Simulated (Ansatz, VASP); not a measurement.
# ZnGe: VASP beside Ansatz, part 2 of 2

Aim: how closely do two programs agree when they are given the same cell, functional and k mesh? The cell is invented: As first built, before any earlier steps moved the atoms (in the runner's words): it takes the TiZn structure with some of its atoms replaced by other elements, volume scaled by an estimate. It may not be a known or stable phase. The cell is taken from a series of VASP runs on this material, whose earlier steps may have relaxed, scaled or displaced it; both programs get it as it stands. Valence electrons are named where the data sets of a main pair hold unlike numbers.

VASP 6.6.1 and Ansatz 0.2.0.

So far: The structure; Ansatz: band structure, HSE06.

## (3) VASP: band structure, HSE06

Level of this step: HSE06; plane waves and PAW (Ge_d, Zn); invented cell (VASP).

The same cell, functional, mesh and smearing now go to VASP, with its own data sets.

Lines of VASP's logs that name or quote its potential files are left out, and so is its time.

The run reads the wave functions of an earlier VASP run, which isn't shown here.

File INCAR:

```
SYSTEM = ZnGe
PREC = Accurate
ENCUT = 410
EDIFF = 1E-06
NELM = 100
ISMEAR = 0
SIGMA = 0.02
LREAL = .FALSE.
ALGO = Normal
LHFCALC = .TRUE.
AEXX = 0.25
GGA = PE
HFSCREEN = 0.2
LASPH = .TRUE.
PRECFOCK = Fast
LORBIT = 11
LWAVE = .FALSE.
LCHARG = .FALSE.
KPAR = 4
```

File POSCAR:

```
ZnGe
1.0
    3.2898053742      0.0000000000      0.0000000000
    0.0000000000      3.2898053742      0.0000000000
    0.0000000000      0.0000000000      3.2898053742
Ge Zn
1 1
Direct
    0.5000000000      0.5000000000      0.5000000000
    0.0000000000      0.0000000000      0.0000000000
```

File KPOINTS:

```
Automatic mesh
0
Gamma
4 4 4
0 0 0
```

File KPOINTS_OPT:

```
Line mode
10
Line-mode
Reciprocal
  0.00000000   0.00000000   0.00000000 GAMMA
  0.00000000   0.50000000   0.00000000 X

  0.00000000   0.50000000   0.00000000 X
  0.50000000   0.50000000   0.00000000 M

  0.50000000   0.50000000   0.00000000 M
  0.00000000   0.00000000   0.00000000 GAMMA

  0.00000000   0.00000000   0.00000000 GAMMA
  0.50000000   0.50000000   0.50000000 R

  0.50000000   0.50000000   0.50000000 R
  0.00000000   0.50000000   0.00000000 X

  0.50000000   0.50000000   0.00000000 M
  0.50000000   0.50000000   0.50000000 R
```

Potentials, in the order of the species: Ge_d and Zn (PBE family, release 64).

Started as:

```bash
$ mpirun -np 4 vasp_std
```

Numbers of over 12 decimals in the logs are rounded to 6 here.

The program printed:

```text
[banner, memory and clock lines left out]
running    4 mpi-ranks, on    1 nodes
 distrk:  each k-point on    1 cores,    4 groups
 distr:  one band on    1 cores,    1 groups

 POSCAR found type information on POSCAR GeZn
 POSCAR found :  2 types and       2 ions
 LDA part: xc-table for (Slater+PW92), standard interpolation
 found WAVECAR, reading the header
 POSCAR, INCAR and KPOINTS ok, starting setup
 FFT: planning ... GRIDC
 FFT: planning ... GRID_SOFT
 FFT: planning ... GRID
 reading WAVECAR
 the WAVECAR file was read successfully
 initial charge from wavefunction
 entering main loop
       N       E                     dE             d eps       ncg     rms          rms(c)
DAV:   1    -0.615232415486E+01   -0.61523E+01   -0.12138E+00   446   0.271E+01    0.162E+00
DAV:   2    -0.611476910521E+01    0.37555E-01   -0.21071E-01   404   0.851E+00    0.563E-01
DAV:   3    -0.611565672544E+01   -0.88762E-03   -0.23420E-02   436   0.266E+00    0.358E-01
DAV:   4    -0.611567664705E+01   -0.19922E-04   -0.17862E-03   383   0.596E-01    0.197E-01
DAV:   5    -0.611560621898E+01    0.70428E-04   -0.11692E-04   450   0.221E-01    0.118E-01
DAV:   6    -0.611558232690E+01    0.23892E-04   -0.13863E-05   371   0.459E-02    0.723E-02
DAV:   7    -0.611557069273E+01    0.11634E-04   -0.13401E-06   257   0.197E-02    0.435E-02
DAV:   8    -0.611556530718E+01    0.53856E-05   -0.75331E-07   197   0.840E-03    0.259E-02
DAV:   9    -0.611556262502E+01    0.26822E-05   -0.30059E-07   188   0.495E-03    0.153E-02
DAV:  10    -0.611556084849E+01    0.17765E-05   -0.93920E-08   181   0.344E-03    0.909E-03
DAV:  11    -0.611556043076E+01    0.41773E-06   -0.53895E-08   180   0.214E-03
   1 F= -.61155604E+01 E0= -.61145257E+01  d E =-.206938E-02
 Start KPOINTS_OPT (optional k-point list driver)
k-point batch [1-10\60]
       N       E                     dE             ncg
DAV:   1    -0.111458839963E+04   -0.42674E+04      348
DAV:   2    -0.263720794444E+04   -0.15226E+04      340
DAV:   3    -0.278761894351E+04   -0.15041E+03      410
DAV:   4    -0.279212741517E+04   -0.45085E+01      389
DAV:   5    -0.279220933743E+04   -0.81922E-01      393
DAV:   6    -0.279221143518E+04   -0.20977E-02      393
DAV:   7    -0.279221151131E+04   -0.76135E-04      403
DAV:   8    -0.279221151525E+04   -0.39391E-05      375
DAV:   9    -0.279221151548E+04   -0.22959E-06      259
[...]
k-point batch [51-60\60]
       N       E                     dE             ncg
DAV:   1    -0.128431518866E+04   -0.11905E+05      340
DAV:   2    -0.266839654783E+04   -0.13841E+04      340
DAV:   3    -0.279351856670E+04   -0.12512E+03      364
DAV:   4    -0.279687755749E+04   -0.33590E+01      390
DAV:   5    -0.279696448289E+04   -0.86925E-01      411
DAV:   6    -0.279696916180E+04   -0.46789E-02      383
DAV:   7    -0.279696946962E+04   -0.30782E-03      390
DAV:   8    -0.279696949311E+04   -0.23489E-04      321
DAV:   9    -0.279696949535E+04   -0.22341E-05      263
DAV:  10    -0.279696949598E+04   -0.63305E-06      242
```

Parts of OUTCAR (step 3):

```text
ion  position               nearest neighbor table
   1  0.500  0.500  0.500-   2 2.85   2 2.85   2 2.85   2 2.85   2 2.85   2 2.85   2 2.85   2 2.85

  LATTYP: Found a simple cubic cell.
 ALAT       =     3.2898053742

 Subroutine GETGRP returns: Found 48 space group operations
 (whereof 48 operations were pure point group operations)

The static configuration has the point symmetry O_h .

 Found     10 irreducible k-points:

   k-points           NKPTS =     10   k-points in BZ     NKDIM =     64   number of bands    NBANDS=     17

   dimension x,y,z NGX =    24 NGY =   24 NGZ =   24
   dimension x,y,z NGXF=    48 NGYF=   48 NGZF=   48

   ENCUT  =  410.0 eV  30.13 Ry    5.49 a.u.   5.43  5.43  5.43*2*pi/ulx,y,z

   NELECT =      26.0000    total number of electrons

 k-points in reciprocal lattice and weights: Automatic mesh
   0.00000000  0.00000000  0.00000000       0.016
   0.25000000  0.00000000  0.00000000       0.094
   0.50000000  0.00000000  0.00000000       0.047
   0.25000000  0.25000000  0.00000000       0.188
   0.50000000  0.25000000  0.00000000       0.188
   0.50000000  0.50000000  0.00000000       0.047
   0.25000000  0.25000000  0.25000000       0.125
   0.50000000  0.25000000  0.25000000       0.188
   0.50000000  0.50000000  0.25000000       0.094
   0.50000000  0.50000000  0.50000000       0.016

  exchange ACFDT corr.  =         0.00000000  see jH, gK, PRB 81, 115126

 average (electrostatic) potential at core
       1 -67.5640       2 -27.3664

 E-fermi :   4.1915

 k-point     1 :       0.0000    0.0000    0.0000
  band No.  band energies     occupation
    ...
      7      -4.9390      2.00000
      8      -4.9390      2.00000
      9      -4.6193      2.00000
     10      -4.6193      2.00000
     11      -4.6193      2.00000
     12       6.2511      0.00000
     13       6.2511      0.00000
     14       6.2511      0.00000
     15       7.2781      0.00000
     16      11.1619      0.00000
    ...

 k-point     2 :       0.2500    0.0000    0.0000
  band No.  band energies     occupation
    ...
      8      -4.8587      2.00000
      9      -4.6958      2.00000
     10      -4.6958      2.00000
     11      -4.6144      2.00000
     12       0.8362      2.00000
     13       7.2667      0.00000
     14       7.2667      0.00000
     15       9.1906      0.00000
     16      11.8876      0.00000
     17      15.5500      0.00000

 k-point     3 :       0.5000    0.0000    0.0000
  band No.  band energies     occupation
    ...
      8      -4.8991      2.00000
      9      -4.7693      2.00000
     10      -4.7693      2.00000
     11      -4.6097      2.00000
     12      -2.7399      2.00000
     13       9.1278      0.00000
     14       9.1278      0.00000
     15      11.1026      0.00000
     16      12.2968      0.00000
     17      12.3981      0.00000

  energy-cutoff  :      410.00
  volume of cell :       35.60
      direct lattice vectors                 reciprocal lattice vectors
     3.289805374  0.000000000  0.000000000     0.303969350  0.000000000  0.000000000
     0.000000000  3.289805374  0.000000000     0.000000000  0.303969350  0.000000000
     0.000000000  0.000000000  3.289805374     0.000000000  0.000000000  0.303969350

 POSITION                                       TOTAL-FORCE (eV/Angst)
 -----------------------------------------------------------------------------------
      1.64490      1.64490      1.64490         0.000000      0.000000      0.000000
      0.00000      0.00000      0.00000         0.000000      0.000000      0.000000
 -----------------------------------------------------------------------------------
    total drift:                               -0.000006     -0.000005     -0.000006

  FREE ENERGIE OF THE ION-ELECTRON SYSTEM (eV)
  ---------------------------------------------------
  free  energy   TOTEN  =        -6.1155604308 eV

  energy  without entropy=       -6.1134910470  energy(sigma->0) =       -6.11452574

 total charge
# of ion       s       p       d       tot
------------------------------------------
    1        1.271   0.921  10.012  12.204
    2        0.577   0.331   9.782  10.689
--------------------------------------------------
tot          1.848   1.251  19.793  22.893

[... 3 further parts left out ...]
```

The k-mesh is coarse for exact exchange; levels may shift by about 0.1 eV on a finer one. Spin-orbit coupling is off here; it would split degenerate levels.

## (4) Comparison

Known differences besides the potentials themselves: exact exchange at q = 0 is treated differently, which shows on coarse meshes; VASP keeps PBE cores, Ansatz makes them for the functional; the cutoff is 420 eV in Ansatz and 410 eV in VASP; VASP takes a coarser grid for exact exchange (PRECFOCK = Fast). Total energies have different zeros and are not compared.

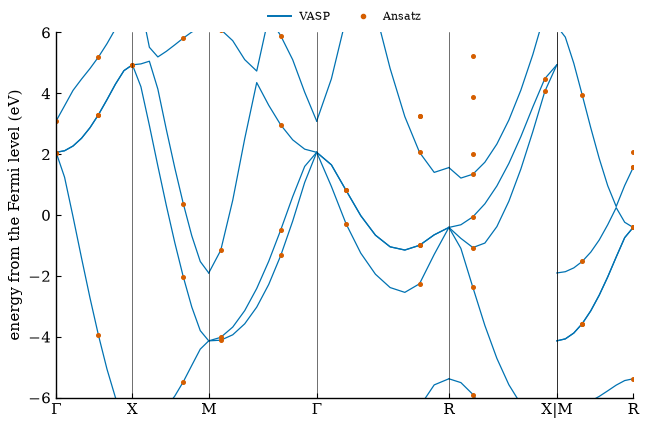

Bands from VASP (lines) and levels from Ansatz (dots). Dots without a line are higher empty bands that the VASP plot leaves out.

Levels from 3 eV below to 2 eV above the Fermi level differ by 5 meV r.m.s. and 15 meV at most; each VASP level is matched to the nearest of Ansatz, which flatters the figure a little.

## (5) Results

| Item | Value |
| --- | --- |
| r.m.s. difference of levels near the Fermi level (band structure, HSE06) | 5.1 meV |

What this shows: The r.m.s. difference of levels near the Fermi level is 5.1 meV (band structure, HSE06), within the 80 meV picked in this series as the mark of a large difference. How closely two codes agree says nothing of how well the functional describes the real material.

[Lines on the potential files, build, host, timing and source positions are cut from VASP's logs without a mark.]

[Logs are printed without paths, hosts, clocks, repeated set-up lines and the standing remarks that a program may print on its own settings, such as how far it seeks lower states.]

[Hosts, paths, dates, database ids (printed as entryN), source tags and the programs' standing remarks are cut or masked in the printed files.]
